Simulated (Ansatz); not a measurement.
# FCI/STO-3G run of AlH2OF (SMILES [OH][AlH][F])

What is the vertical singlet–triplet gap of AlH2OF at FCI/STO-3G? 

The results are computed with Ansatz 0.2.0.

69 further runs of the same task are left out: 5 that didn't finish, 64 set aside as unsound or not needed.

### 1 The structure to begin with

AlH2OF: 5 atoms, total charge 0, spin state singlet. As SMILES, `[OH][AlH][F]`. The shape comes from GFN2-xTB, which is rough for such elements, and wasn't checked as a minimum. This is one conformer, not always the lowest.

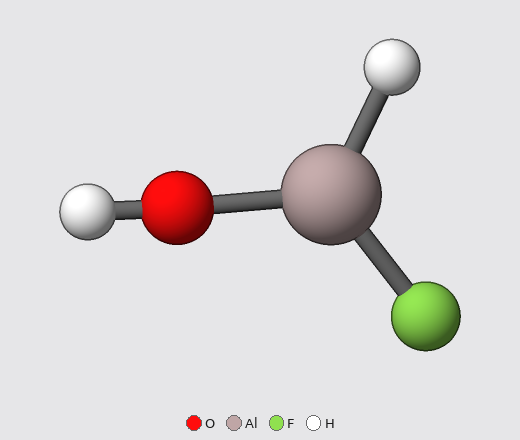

The structure, seen from a chosen angle (oxygen red, aluminium light grey, fluorine green, hydrogen white).

### 2 The energy at FCI/STO-3G

Contents of input.yaml:

```yaml
crystal:
  periodic: [false, false, false]
  atoms:
    - symbol: O
      position_ang: [-1.021720, 0.325810, -0.327270]
    - symbol: Al
      position_ang: [0.472970, -0.139110, 0.144100]
    - symbol: F
      position_ang: [0.778780, -1.566900, 0.912060]
    - symbol: H
      position_ang: [-1.871140, 0.628670, -0.614330]
    - symbol: H
      position_ang: [1.641100, 0.751530, -0.114560]
basis:
  gaussian:
    orbitals: STO-3G
correlation:
  method: fci
  frozen_orbitals: {Al: 5, F: 1, H: 0, O: 1}
accuracy: high
```

On the command line:

```console
$ ansatz run input.yaml --threads 1 --pin off --max-ram 2610MiB --events-out events.jsonl --progress --plain --runs-dir runs
```

What it wrote:

```text
Warning: RAYON_NUM_THREADS=1 ignored (pool sized by the plan → 1); use --threads N
Functional definition: HF
  name "HF"
  exchange = exact_x
  correlation = 0
377 factors; integrals over basis functions are off by at most 3.2e-8 eV
mean field evaluation 1: about -11210.7368 eV, gradient 2.7e1 eV
mean field evaluation 2: about -11210.7654 eV, gradient 2.7e1 eV
mean field evaluation 4: about -11213.5933 eV, gradient 1.1e0 eV
mean field evaluation 8: about -11213.5994 eV, gradient 8.3e-5 eV
mean field -11213.59936003 eV, -412.0921756303 hartree, gradient 2.1e-8 eV, S^2 0.000000; 0 other end points of the search recorded, 0 dependent functions left out
7 core orbitals not correlated: weight in the atoms' cores, before any rotation towards them, 1.000 or more for the frozen orbitals, at most 0.000 for the correlated occupied ones
reference -11213.59936003 eV, -412.0921756303 hartree; 9, 9 occupied and 5, 5 virtual orbitals, 377 factors
state -11216.16752694 eV, -412.1865540237 hartree
Total energy: -11216.16752694 eV, -412.1865540237 hartree
```

It took 16 s on 1 thread of Arm Neoverse V2, shared host; peak memory 0.36 GiB.

### 3 The triplet at the same level

Contents of input.yaml:

```yaml
crystal:
  periodic: [false, false, false]
  atoms:
    - {symbol: O, position_ang: [-1.021720, 0.325810, -0.327270]}
    - {symbol: Al, position_ang: [0.472970, -0.139110, 0.144100]}
    - {symbol: F, position_ang: [0.778780, -1.566900, 0.912060]}
    - {symbol: H, position_ang: [-1.871140, 0.628670, -0.614330]}
    - {symbol: H, position_ang: [1.641100, 0.751530, -0.114560]}
basis:
  gaussian:
    orbitals: STO-3G
magnetization:
  spin_polarized: true
  initial_magnetization: 2
correlation:
  method: fci
  frozen_orbitals: {Al: 5, F: 1, H: 0, O: 1}
accuracy: high
```

On the command line:

```console
$ ansatz run input.yaml --threads 1 --pin off --max-ram 2610MiB --events-out events.jsonl --progress --plain --runs-dir runs
```

What it wrote, cut to the lines that bear on the results:

```text
Warning: RAYON_NUM_THREADS=1 ignored (pool sized by the plan → 1); use --threads N
[... 2 set-up lines as earlier in the session ...]
[...]
377 factors; integrals over basis functions are off by at most 3.2e-8 eV
[...]
mean field -11205.86331991 eV, -411.8078813997 hartree, gradient 1.7e-8 eV, S^2 2.013153; 11 other end points of the search recorded, 0 dependent functions left out
7 core orbitals not correlated: weight in the atoms' cores, before any rotation towards them, 1.000 or more for the frozen orbitals, at most 0.000 for the correlated occupied ones
reference -11205.75773660 eV, -411.8040012847 hartree; 10, 8 occupied and 4, 6 virtual orbitals, 377 factors
state -11208.21682755 eV, -411.8943712103 hartree
Total energy: -11208.21682755 eV, -411.8943712103 hartree
```

It took 45 s on 1 thread of Arm Neoverse V2, shared host; peak memory 0.43 GiB.

### 4 Outcome

At FCI/STO-3G, 7 core orbitals frozen:

| quantity | value |
| --- | --- |
| singlet: total energy | -412.18655 Eh |
| singlet: correlation energy (7 core orbitals frozen) | -94.4 mEh |
| triplet: total energy | -411.89437 Eh |
| triplet: correlation energy (7 core orbitals frozen) | -90.4 mEh |
| vertical energy of the triplet above the singlet | 7.951 eV |

**Reading.** At this shape the triplet lies 7.95 eV (183 kcal/mol) above the singlet. In a minimal basis such a difference can be off by several eV, whatever the method.
